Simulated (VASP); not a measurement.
Data:

```yaml
crystal:
  lattice:
    - [-2.76118, 2.76118, 4.27389]
    - [2.76118, -2.76118, 4.27389]
    - [2.76118, 2.76118, -4.27389]
  atoms:
    - { symbol: Si, position: [0.75000, 0.25000, 0.50000] }
    - { symbol: Si, position: [0.00000, 0.00000, 0.00000] }
    - { symbol: S, position: [0.09908, 0.12500, 0.47408] }
    - { symbol: S, position: [0.87500, 0.34908, 0.97408] }
    - { symbol: S, position: [0.65092, 0.62500, 0.52592] }
    - { symbol: S, position: [0.37500, 0.90092, 0.02592] }
```

Computed with PBEsol GGA, VASP's PBE PAW potentials (set 64) (plane waves; VASP). Run with 400 eV cut-off, 6×6×6 Γ-centred mesh, tetrahedra with Blöchl corrections, potentials Si S.

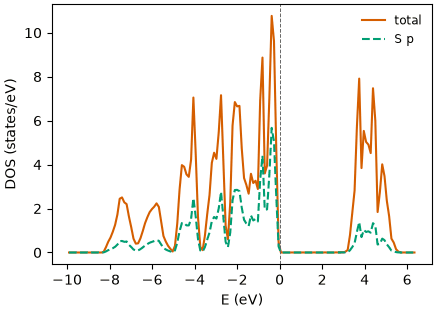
*Total and projected density of states, zero at the valence-band maximum*

Within 2 eV below the valence-band maximum the largest weight inside VASP's projection spheres is S p.

It has a band gap.

The structure comes from a computed database's SiS2 entry (I-42d); how it stands against other phases isn't given here. It was relaxed first.
